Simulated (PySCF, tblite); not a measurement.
# C₆H₅F: geometry, infrared bands, NMR shifts and spin-spin couplings

What infrared bands, NMR shifts and spin-spin couplings should C₆H₅F (`C#C[C@@H]1C(=C)[C@@H]1F`) show?

The runs use tblite 0.8.0 and PySCF 2.14.0, with density-fitted response routines of our own; the level of theory stands in each step. All values are computed, except where a source is named. Atoms are numbered from 0 throughout.

**1. The molecule as given**

12 atoms, charge 0, multiplicity 1; geometry from: force field or distance geometry start.

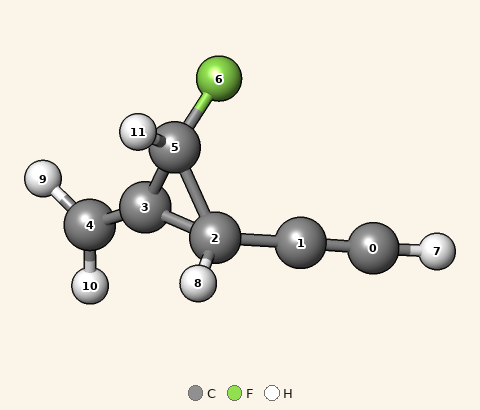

As it starts; carbon grey, fluorine green, hydrogen white, atoms numbered.

**2. Relaxing the molecule with GFN2-xTB**

The job: settings as JSON, then the geometry in Å.

```
{"job": {"kind": "relax", "xc": "GFN2-xTB", "basis": "xTB"}, "charge": 0, "multiplicity": 1}
C      2.731900     0.398700    -0.371100
C      1.654800    -0.011800    -0.011800
C      0.398900    -0.523900     0.441900
C     -0.876400    -0.208100    -0.132500
C     -1.716600    -0.449600    -1.102100
C     -0.635400     0.494000     1.059200
F     -0.355700     1.849700     0.962200
H      3.669200     0.785400    -0.694200
H      0.443100    -1.497700     0.915900
H     -2.675100     0.061700    -1.155100
H     -1.468200    -1.144900    -1.904900
H     -1.169100     0.245800     1.966500
```

Started as:

```sh
> OMP_NUM_THREADS=1 python probes_run.py task.json out
```

The driver reads the jobs from task.json and runs them one after another.

Output:

```text
step      E/eV     max force
  0    -543.50027    3.059
  1    -543.56778    2.427
  2    -543.61871    1.805
  3    -543.63185    1.481
  4    -543.65563    0.423
  5    -543.66459    0.278
  6    -543.67640    0.239
  7    -543.68360    0.247
  8    -543.68945    0.163
  9    -543.69201    0.127
 10    -543.69319    0.088
 11    -543.69409    0.084
 12    -543.69496    0.067
 13    -543.69563    0.071
 14    -543.69615    0.059
 15    -543.69671    0.060
 16    -543.69737    0.072
 17    -543.69810    0.074
 18    -543.69894    0.090
 19    -543.70004    0.102
 20    -543.70157    0.121
 21    -543.70334    0.132
 22    -543.70484    0.102
 23    -543.70605    0.098
 24    -543.70713    0.084
 25    -543.70805    0.075
 26    -543.70882    0.081
 27    -543.70940    0.072
 28    -543.70987    0.067
 29    -543.71036    0.079
 30    -543.71091    0.073
 31    -543.71143    0.074
 32    -543.71181    0.051
 33    -543.71205    0.044
 34    -543.71224    0.034
 35    -543.71240    0.046
 36    -543.71252    0.045
 37    -543.71260    0.032
 38    -543.71267    0.019
 39    -543.71270    0.013
 40    -543.71272    0.011
 41    -543.71273    0.009
```

Wall time 0.3 s (1 thread of Arm Neoverse N1, shared host).

Relaxation path: (not every step is listed)

| step | energy from step 0 (eV) | largest force (eV/Å) |
| --- | --- | --- |
| 0 | 0.0000 | 3.0590 |
| 1 | -0.0675 | 2.4266 |
| 2 | -0.1184 | 1.8054 |
| 3 | -0.1316 | 1.4813 |
| 4 | -0.1554 | 0.4228 |
| 5 | -0.1643 | 0.2780 |
| 6 | -0.1761 | 0.2394 |
| 7 | -0.1833 | 0.2474 |
| 8 | -0.1892 | 0.1635 |
| 10 | -0.1929 | 0.0878 |
| 12 | -0.1947 | 0.0667 |
| 14 | -0.1959 | 0.0588 |
| 16 | -0.1971 | 0.0722 |
| 18 | -0.1987 | 0.0903 |
| 20 | -0.2013 | 0.1214 |
| 22 | -0.2046 | 0.1024 |
| 24 | -0.2069 | 0.0841 |
| 26 | -0.2085 | 0.0811 |
| 28 | -0.2096 | 0.0672 |
| 30 | -0.2106 | 0.0733 |
| 32 | -0.2115 | 0.0508 |
| 34 | -0.2120 | 0.0341 |
| 36 | -0.2123 | 0.0451 |
| 37 | -0.2123 | 0.0319 |
| 38 | -0.2124 | 0.0187 |
| 39 | -0.2124 | 0.0128 |
| 40 | -0.2124 | 0.0109 |
| 41 | -0.2125 | 0.0091 |

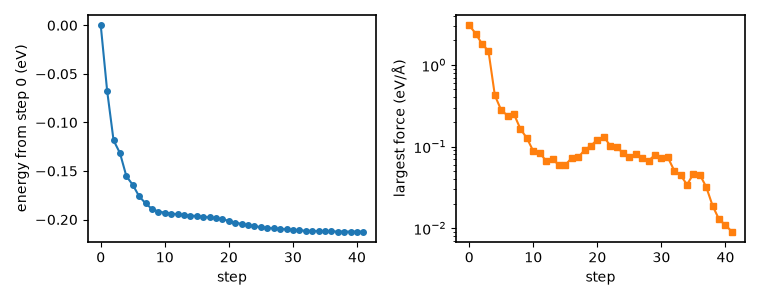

Energy and force, step by step.

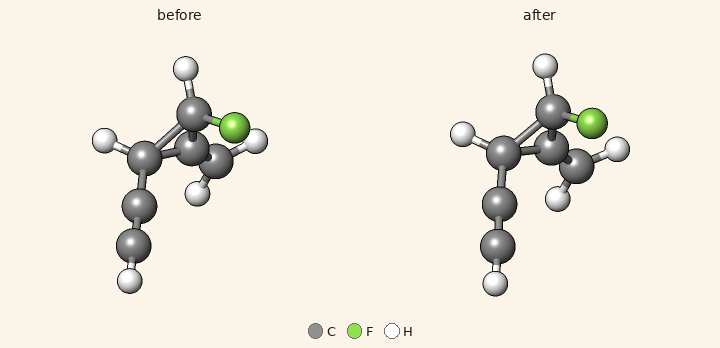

Before and after, at one scale.

Close pairs (by a distance rule), those that changed most:

| bond | before (Å) | after (Å) | change (Å) |
| --- | --- | --- | --- |
| C3–C5 | 1.404 | 1.462 | +0.058 |
| C2–C5 | 1.577 | 1.528 | -0.049 |
| C2–C3 | 1.434 | 1.480 | +0.047 |
| C5–F6 | 1.388 | 1.365 | -0.023 |
| C0–H7 | 1.064 | 1.048 | -0.016 |
| C4–H10 | 1.091 | 1.078 | -0.013 |
| C0–C1 | 1.207 | 1.197 | -0.010 |
| C4–H9 | 1.088 | 1.078 | -0.009 |

The final coordinates are the input of the step that follows.

**3. Harmonic vibrations with GFN2-xTB**

The job: settings as JSON, then the geometry in Å.

```
{"job": {"kind": "ir", "xc": "GFN2-xTB", "basis": "xTB"}, "charge": 0, "multiplicity": 1}
C      2.615727     0.388900    -0.473391
C      1.608581    -0.046949     0.005445
C      0.386069    -0.521966     0.575294
C     -0.885448    -0.241743    -0.129189
C     -1.633096    -0.416106    -1.187370
C     -0.635807     0.474484     1.120779
F     -0.356606     1.809917     1.080275
H      3.507103     0.752246    -0.888435
H      0.484194    -1.454842     1.122774
H     -2.563282     0.114914    -1.311569
H     -1.350413    -1.098291    -1.972779
H     -1.175823     0.238749     2.032139
```

Output:

```text
mode    cm-1     km/mol
  1     103.0      0.67
  2     123.4      1.19
  3     188.4      4.61
  4     290.2      0.17
  5     306.2      2.34
  6     413.5      2.70
  7     540.3      4.59
  8     548.0      0.51
  9     654.1     21.29
 10     667.8     19.59
 11     687.6     11.73
 12     790.1     10.72
 13     891.5     11.93
 14     901.0     11.59
 15     910.4     22.94
 16    1004.0     13.09
 17    1019.4      6.97
 18    1047.9     27.20
 19    1112.2     28.89
 20    1168.5     28.36
 21    1264.5     18.37
 22    1292.0     40.79
 23    1417.1      4.46
 24    1873.0     11.96
 25    2287.2     17.33
 26    3001.4     12.20
 27    3013.4     34.19
 28    3084.3     13.00
 29    3105.0     22.37
 30    3405.0      9.04
```

Run time: 0.42 s. Hardware: 1 thread of Arm Neoverse N1, shared host.

The strongest bands and the atoms that carry them (share of the mass-weighted mode):

| cm⁻¹ | km/mol | atoms |
| --- | --- | --- |
| 654 | 21.3 | H7 69 % |
| 910 | 22.9 | C5 28 %, H10 24 %, H8 13 % |
| 1048 | 27.2 | H8 23 %, C5 14 %, C2 13 %, H11 10 % |
| 1112 | 28.9 | H8 37 %, C3 21 %, C2 11 % |
| 1168 | 28.4 | H11 36 %, C5 23 %, H8 20 %, F6 11 % |
| 1292 | 40.8 | C5 29 %, C2 28 %, H11 18 % |
| 3013 | 34.2 | H11 88 % |
| 3105 | 22.4 | H10 53 %, H9 37 % |

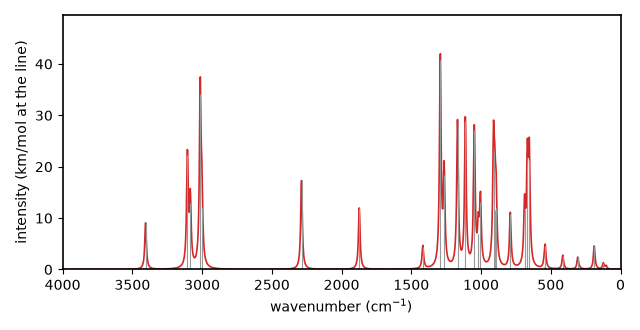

The infrared spectrum from these modes, unscaled. Lines are broadened to a width of 14 cm⁻¹ (Lorentzian).

**4. Shielding tensors: PBE0/pcSseg-1**

Settings changed since step 3:

```diff
@@ -1,2 +1,2 @@
-{"job": {"kind": "ir", "xc": "GFN2-xTB", "basis": "xTB"}, "charge": 0, "multiplicity": 1}
+{"job": {"kind": "nmr", "xc": "PBE0", "basis": "pcSseg-1"}, "charge": 0, "multiplicity": 1}
 C      2.615727     0.388900    -0.473391
```

Level: GIAO PBE0/pcSseg-1 NMR shielding, non-relativistic, gas phase.

Output:

```text
coarse grid: 10704 points
cycle   1  E = -330.8074337355  dE =  1.206e+00  |g| = 5.485e-01  |ddm| = 3.448e+00
cycle   2  E = -330.7722930576  dE =  3.514e-02  |g| = 7.296e-01  |ddm| = 1.290e+00
cycle   3  E = -330.8651856883  dE = -9.289e-02  |g| = 1.323e-01  |ddm| = 7.429e-01
cycle   4  E = -330.8684508390  dE = -3.265e-03  |g| = 6.563e-02  |ddm| = 1.550e-01
cycle   5  E = -330.8694219428  dE = -9.711e-04  |g| = 2.014e-02  |ddm| = 5.576e-02
cycle   6  E = -330.8695072000  dE = -8.526e-05  |g| = 5.143e-03  |ddm| = 1.947e-02
cycle   7  E = -330.8695128213  dE = -5.621e-06  |g| = 1.774e-03  |ddm| = 4.950e-03
final grid: 105712 points
cycle   8  E = -330.9199993080  dE = -3.156e-05  |g| = 6.717e-03  |ddm| = 4.309e-02
cycle   9  E = -330.9199901687  dE =  9.139e-06  |g| = 9.589e-03  |ddm| = 1.515e-02
cycle  10  E = -330.9200098277  dE = -1.966e-05  |g| = 1.742e-03  |ddm| = 8.573e-03
cycle  11  E = -330.9200104783  dE = -6.506e-07  |g| = 4.971e-04  |ddm| = 1.630e-03
cycle  12  E = -330.9200105314  dE = -5.306e-08  |g| = 1.951e-04  |ddm| = 4.920e-04
cycle  13  E = -330.9200105398  dE = -8.417e-09  |g| = 4.891e-05  |ddm| = 1.666e-04
cycle  14  E = -330.9200105403  dE = -5.405e-10  |g| = 1.174e-05  |ddm| = 5.232e-05
converged SCF energy = -330.9200105403

GIAO shielding tensors (ppm)
atom      isotropic    diamagn.    paramagn.     s11        s22        s33       span
  0 C      111.872     257.238    -145.366     30.812     43.469    261.335    230.523
  1 C      104.288     255.308    -151.020      1.637     19.724    291.503    289.866
  2 C      170.745     252.522     -81.777    141.914    154.565    215.757     73.843
  3 C       46.759     263.622    -216.864    -47.431      0.875    186.831    234.263
  4 C       68.189     254.987    -186.798    -36.032     67.071    173.527    209.559
  5 C      115.188     241.635    -126.447     61.302     92.630    191.632    130.330
  6 F      404.929     470.881     -65.952    369.231    395.985    449.570     80.339
  7 H       30.388      33.883      -3.495     24.880     25.143     41.140     16.260
  8 H       29.508      27.993       1.516     23.179     27.074     38.271     15.092
  9 H       25.317      28.903      -3.586     23.004     23.852     29.096      6.091
 10 H       25.482      30.207      -4.724     22.974     24.013     29.461      6.487
 11 H       26.796      29.171      -2.374     22.149     25.870     32.370     10.221
```

It took 25 s on 1 thread of Arm Neoverse N1, shared host; peak memory 0.7 GiB.

Shifts follow as δ = σ(reference) − σ, with reference shieldings (ppm) from runs at the same level and on the same kind of geometry: 1H TMS 31.72, 13C TMS 186.9, 19F CFCl3 170.9. The references are single molecules in the gas phase, so shifts against H2O, NH3, PH3, H3PO4 or CFCl3 are not on the usual liquid scales and can be off by tens of ppm.

| atoms | environment | σ (ppm) | δ (ppm) | δ scaled to CDCl3 |
| --- | --- | --- | --- | --- |
| C3 | fully substituted alkene carbon | 46.8 | 140.2 | 134.9 |
| C4 | terminal =CH2 carbon | 68.2 | 118.7 | 114.0 |
| C1 | alkyne carbon | 104.3 | 82.6 | 78.7 |
| C0 | terminal alkyne carbon | 111.9 | 75.1 | 71.3 |
| C5 | three-membered-ring carbon bearing a halogen | 115.2 | 71.7 | 68.1 |
| C2 | three-membered-ring carbon | 170.7 | 16.2 | 13.9 |
| H9 | hydrogen on a terminal =CH2 carbon | 25.32 | 6.40 | 6.14 |
| H10 | hydrogen on a terminal =CH2 carbon | 25.48 | 6.23 | 5.98 |
| H11 | hydrogen on a three-membered-ring carbon bearing a halogen | 26.80 | 4.92 | 4.74 |
| H8 | hydrogen on a three-membered-ring carbon | 29.51 | 2.21 | 2.19 |
| H7 | hydrogen on a terminal alkyne carbon | 30.39 | 1.33 | 1.36 |
| F6 | fluorine on an sp3 carbon | 404.9 | -234.0 | – |

The scaled column applies a straight-line fit of computed shieldings to shifts measured in CDCl3, and one for carbons that bear F (root-mean-square error 0.16 ppm for H, 1.9 ppm for C).

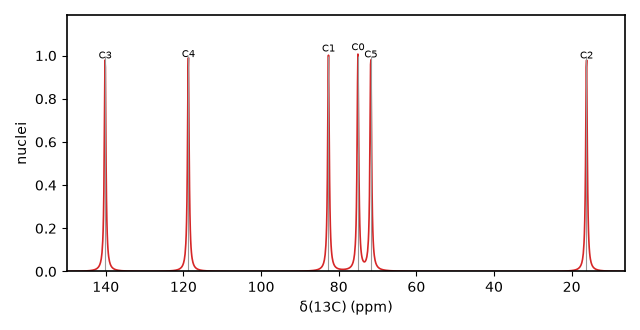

13C lines at the computed shifts, without couplings. Lines are broadened to a width of 0.50 ppm (Lorentzian).

Charges from the same density, by scheme (e):

| atoms | Mulliken | IAO | Hirshfeld | ESP fit |
| --- | --- | --- | --- | --- |
| C0 | -0.34 | -0.24 | -0.11 | -0.51 |
| C1 | 0.32 | -0.02 | -0.05 | 0.15 |
| C2 | -0.30 | -0.18 | -0.04 | -0.19 |
| C3 | -0.20 | -0.01 | -0.01 | 0.11 |
| C4 | -0.09 | -0.29 | -0.08 | -0.45 |
| C5 | 0.30 | 0.16 | 0.05 | 0.06 |
| F6 | -0.29 | -0.29 | -0.10 | -0.16 |

ESP fit charges:

| atom | value (e) |
| --- | --- |
| C0 | -0.51 |
| C1 | 0.15 |
| C2 | -0.19 |
| C3 | 0.11 |
| C4 | -0.45 |
| C5 | 0.06 |
| F6 | -0.16 |
| H7 | 0.33 |
| H8 | 0.14 |
| H9 | 0.20 |
| H10 | 0.21 |
| H11 | 0.12 |

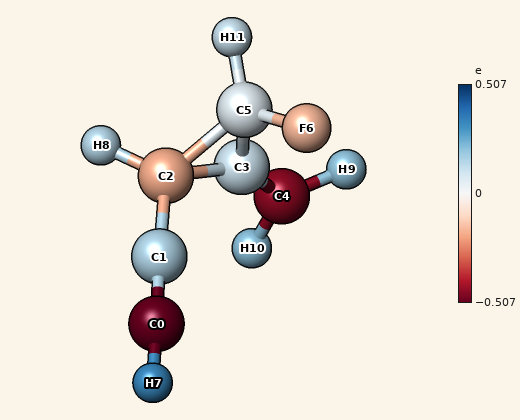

ESP fit charges, as colours on the atoms.

Mayer bond orders: C0–C1 2.48, C1–C2 1.07, C2–C3 0.87, C3–C4 2.07, C3–C5 0.90, C5–F6 0.96, C5–C2 0.88.

Ring of atoms C2, C3, C5: NICS(0) -25.1, NICS(1) -7.6, NICS(1)zz -15.9 ppm (means of both faces; NICS(1) differs between them: -9.3 and -5.9).

The two faces differ (NICS(1)zz -11.1 and -20.8 ppm).

In rings of three or four atoms NICS is ruled by the nearby σ bonds, so it says little on aromaticity.

**5. Indirect couplings: B3LYP/pcJ-1**

Settings changed since step 4:

```diff
@@ -1,2 +1,2 @@
-{"job": {"kind": "nmr", "xc": "PBE0", "basis": "pcSseg-1"}, "charge": 0, "multiplicity": 1}
+{"job": {"kind": "j", "xc": "B3LYP", "basis": "pcJ-1"}, "charge": 0, "multiplicity": 1}
 C      2.615727     0.388900    -0.473391
```

Level: B3LYP/pcJ-1 indirect spin-spin coupling, non-relativistic, gas phase.

Output:

```text
coarse grid: 10704 points
cycle   1  E = -331.2119867993  dE =  1.118e+00  |g| = 6.032e-01  |ddm| = 3.296e+00
cycle   2  E = -331.1582899087  dE =  5.370e-02  |g| = 8.370e-01  |ddm| = 1.280e+00
cycle   3  E = -331.2774652892  dE = -1.192e-01  |g| = 1.588e-01  |ddm| = 7.817e-01
cycle   4  E = -331.2816987883  dE = -4.233e-03  |g| = 8.553e-02  |ddm| = 1.746e-01
cycle   5  E = -331.2833153703  dE = -1.617e-03  |g| = 2.935e-02  |ddm| = 7.010e-02
cycle   6  E = -331.2834953657  dE = -1.800e-04  |g| = 6.262e-03  |ddm| = 2.226e-02
cycle   7  E = -331.2835032014  dE = -7.836e-06  |g| = 2.435e-03  |ddm| = 5.832e-03
final grid: 105712 points
cycle   8  E = -331.3458349414  dE = -1.328e-04  |g| = 6.874e-03  |ddm| = 2.558e-02
cycle   9  E = -331.3458195752  dE =  1.537e-05  |g| = 1.093e-02  |ddm| = 1.340e-02
cycle  10  E = -331.3458443562  dE = -2.478e-05  |g| = 1.344e-03  |ddm| = 8.476e-03
cycle  11  E = -331.3458446460  dE = -2.898e-07  |g| = 7.545e-04  |ddm| = 1.551e-03
cycle  12  E = -331.3458447560  dE = -1.100e-07  |g| = 3.613e-04  |ddm| = 7.102e-04
cycle  13  E = -331.3458447872  dE = -3.118e-08  |g| = 6.477e-05  |ddm| = 2.754e-04
cycle  14  E = -331.3458447881  dE = -9.114e-10  |g| = 1.356e-05  |ddm| = 5.922e-05
converged SCF energy = -331.3458447881

Indirect spin-spin couplings (Hz)
  i      j    bonds     total        FC       PSO       DSO        SD
  0 C    1 C    1    206.216   197.980     8.120     0.117         -
  0 C    2 C    2     14.948    15.259    -0.189    -0.122         -
  0 C    3 C    3      2.158     1.933     0.280    -0.055         -
  0 C    4 C    4      0.355     0.223     0.178    -0.047         -
  0 C    5 C    3      2.535     2.311     0.287    -0.063         -
  0 C    6 F    4      0.944     0.576     1.058    -0.079    -0.610
  0 C    7 H    1    265.243   266.035    -1.229     0.437         -
  0 C    8 H    3      4.108     3.784     0.775    -0.451         -
  0 C    9 H    5      0.252     0.261     0.231    -0.240         -
  0 C   11 H    4      0.523     0.408     0.503    -0.388         -
  1 C    2 C    1     96.657    98.409    -2.025     0.273         -
  1 C    3 C    2     -5.919    -5.731    -0.222     0.033         -
  1 C    4 C    3      2.423     2.442     0.006    -0.026         -
  1 C    5 C    2     -4.366    -4.198    -0.194     0.026         -
  1 C    6 F    3     -0.784     0.052    -1.207     0.113     0.258
  1 C    7 H    2     53.105    48.332     5.960    -1.186         -
  1 C    8 H    2     -8.883    -8.735    -0.012    -0.135         -
  1 C    9 H    4     -2.677    -2.675     0.253    -0.255         -
  1 C   10 H    4     -1.934    -1.967     0.035    -0.002         -
  1 C   11 H    3      0.718     0.729     0.365    -0.376         -
  2 C    3 C    1     23.405    24.138    -1.000     0.267         -
  2 C    4 C    2     -2.660    -2.232    -0.350    -0.077         -
  2 C    5 C    1     11.746    11.771    -0.302     0.277         -
  2 C    6 F    2     13.429    10.413     3.147    -0.108    -0.023
  2 C    7 H    3      4.254     4.220     0.486    -0.452         -
  2 C    8 H    1    171.581   170.025     0.459     1.096         -
  2 C    9 H    3     10.896    11.069     0.277    -0.450         -
  2 C   10 H    3      5.848     5.947     0.031    -0.130         -
  2 C   11 H    2      1.228     1.142     0.287    -0.201         -
  3 C    4 C    1    106.195   114.976    -8.988     0.207         -
  3 C    5 C    1     31.426    32.926    -1.791     0.291         -
  3 C    6 F    2     -1.420     4.951    -4.537    -0.081    -1.753
  3 C    7 H    4     -1.821    -1.862     0.297    -0.256         -
  3 C    8 H    2     -6.283    -6.476     0.389    -0.195         -
  3 C    9 H    2     -0.678     1.096    -1.388    -0.386         -
  3 C   10 H    2     -3.111    -1.343    -1.376    -0.392         -
  3 C   11 H    2      0.074     0.123     0.190    -0.239         -
  4 C    5 C    2     -1.920    -1.988     0.139    -0.071         -
  4 C    6 F    3      1.856     4.921    -2.948    -0.218     0.100
  4 C    8 H    3      3.481     3.574     0.253    -0.346         -
  4 C    9 H    1    171.214   170.368     0.259     0.587         -
  4 C   10 H    1    168.970   168.112     0.274     0.585         -
  4 C   11 H    3      1.544     1.570     0.328    -0.354         -
  5 C    6 F    1   -305.365  -338.714    16.142     0.855    16.351
  5 C    7 H    4     -2.029    -2.069     0.326    -0.287         -
  5 C    8 H    2     -0.174    -0.452     0.377    -0.100         -
  5 C    9 H    3      5.955     5.978     0.092    -0.115         -
  5 C   10 H    3     11.821    11.857     0.395    -0.430         -
  5 C   11 H    1    204.654   204.216    -0.804     1.242         -
  6 F    7 H    5     -0.561    -0.649     0.886    -0.614    -0.184
  6 F    8 H    3     -7.563    -7.602     2.186    -1.880    -0.267
  6 F    9 H    4     -2.412    -1.535     0.165    -0.392    -0.650
  6 F   10 H    4     -1.975    -1.524     0.308    -1.276     0.517
  6 F   11 H    2     70.682    64.911    10.032    -1.304    -2.957
  7 H    8 H    4     -3.399    -3.349     1.540    -1.589         -
  7 H    9 H    6     -0.408    -0.321     0.777    -0.864         -
  7 H   10 H    6     -0.210    -0.128     0.458    -0.540         -
  8 H    9 H    4     -3.717    -3.592     1.536    -1.661         -
  8 H   10 H    4     -3.027    -2.922     0.601    -0.706         -
  8 H   11 H    3      7.363     7.342     0.083    -0.062         -
  9 H   10 H    2     -1.729    -1.956     3.822    -3.595         -
  9 H   11 H    4     -1.363    -1.269     0.625    -0.719         -
 10 H   11 H    4     -1.974    -1.872     1.578    -1.680         -
```

It took 66 s on 1 thread of Arm Neoverse N1, shared host; peak memory 0.94 GiB.

Couplings of 1 Hz or more, nine at most for each number of bonds (isotopes 13C, 19F, 1H):

| pair | bonds | J (Hz) | Fermi contact (Hz) | dihedral (°) |
| --- | --- | --- | --- | --- |
| C5–F6 | 1 | -305.4 | -338.7 | – |
| C0–H7 | 1 | 265.2 | 266.0 | – |
| C0–C1 | 1 | 206.2 | 198.0 | – |
| C5–H11 | 1 | 204.7 | 204.2 | – |
| C2–H8 | 1 | 171.6 | 170.0 | – |
| C4–H9 | 1 | 171.2 | 170.4 | – |
| C4–H10 | 1 | 169.0 | 168.1 | – |
| C3–C4 | 1 | 106.2 | 115.0 | – |
| C1–C2 | 1 | 96.7 | 98.4 | – |
| F6–H11 | 2 | 70.7 | 64.9 | – |
| C1–H7 | 2 | 53.1 | 48.3 | – |
| C0–C2 | 2 | 14.9 | 15.3 | – |
| C2–F6 | 2 | 13.4 | 10.4 | – |
| C1–H8 | 2 | -8.9 | -8.7 | – |
| C3–H8 | 2 | -6.3 | -6.5 | – |
| C1–C3 | 2 | -5.9 | -5.7 | – |
| C1–C5 | 2 | -4.4 | -4.2 | – |
| C3–H10 | 2 | -3.1 | -1.3 | – |
| C5–H10 | 3 | 11.8 | 11.9 | 175 |
| C2–H9 | 3 | 10.9 | 11.1 | -174 |
| F6–H8 | 3 | -7.6 | -7.6 | 143 |
| H8–H11 | 3 | 7.4 | 7.3 | 3 |
| C5–H9 | 3 | 6.0 | 6.0 | -5 |
| C2–H10 | 3 | 5.8 | 5.9 | 6 |
| C2–H7 | 3 | 4.3 | 4.2 | – |
| C0–H8 | 3 | 4.1 | 3.8 | – |
| C4–H8 | 3 | 3.5 | 3.6 | -82 |
| H8–H9 | 4 | -3.7 | -3.6 | – |
| H7–H8 | 4 | -3.4 | -3.3 | – |
| H8–H10 | 4 | -3.0 | -2.9 | – |
| C1–H9 | 4 | -2.7 | -2.7 | – |
| F6–H9 | 4 | -2.4 | -1.5 | – |
| C5–H7 | 4 | -2.0 | -2.1 | – |
| F6–H10 | 4 | -2.0 | -1.5 | – |
| H10–H11 | 4 | -2.0 | -1.9 | – |
| C1–H10 | 4 | -1.9 | -2.0 | – |

The spin-dipole term was solved for some atoms only; pairs without it lack that part.

Shifts (PBE0/pcSseg-1, unscaled) and these couplings together give the proton spectrum at 400 MHz below.

1H NMR δ 6.40 (ddt, J = 3.7, 2.4, 1.5 Hz, 1H), 6.23 (ddt, J = 3.0, 2.0, 1.9 Hz, 1H), 4.92 (ddt, J = 70.7, 7.4, 1.7 Hz, 1H), 2.21 (ddq, J = 7.6, 7.4, 3.4 Hz, 1H), 1.33 (d, J = 3.4 Hz, 1H).

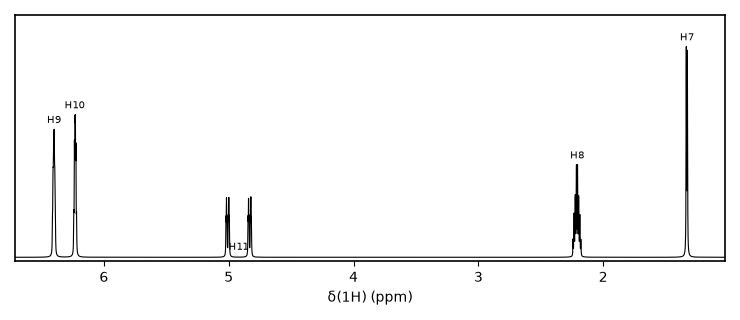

Simulated proton spectrum at 400 MHz, by exact diagonalisation of each spin system; lines 1.2 Hz wide, exchangeable protons uncoupled.

**6. What came out**

```
                                   quantity                                     value
  strongest single infrared mode (GFN2-xTB)                      1292 cm⁻¹, 41 km/mol
               zero-point energy (GFN2-xTB)                             53.1 kcal/mol
     13C shifts against TMS (PBE0/pcSseg-1)  140.2, 118.7, 82.6, 75.1, 71.7, 16.2 ppm
      1H shifts against TMS (PBE0/pcSseg-1)          6.40, 6.23, 4.92, 2.21, 1.33 ppm
   19F shifts against CFCl3 (PBE0/pcSseg-1)                                -234.0 ppm
largest coupling of the table (B3LYP/pcJ-1)                  1J(C,F) C5–F6, -305.4 Hz
```

What this shows: The optimisation took 41 steps and gained 0.212 eV; among the close pairs (by a distance rule), C3–C5 changed most, from 1.404 to 1.462 Å. All 30 modes are real, so the xTB geometry is a minimum. The strongest single mode, at 1292 cm⁻¹, is carried by C5, C2, H11. GFN2-xTB is a fitted tight-binding method: band positions and strengths are rough. Its intensities can rank the bands wrongly. The most deshielded carbon is C3 (fully substituted alkene carbon), at 140.2 ppm: as expected for a trigonal carbon in a double bond. At PBE0/pcSseg-1: Shielding is most anisotropic at C1 (span 290 ppm, paramagnetic term -151 ppm). Of the pairs tabulated at B3LYP/pcJ-1, C5–F6 couples most strongly (-305.4 Hz; Fermi contact -338.7 Hz). Couplings across rotatable bonds belong to this one conformer; where others are populated, the observed values are averages.
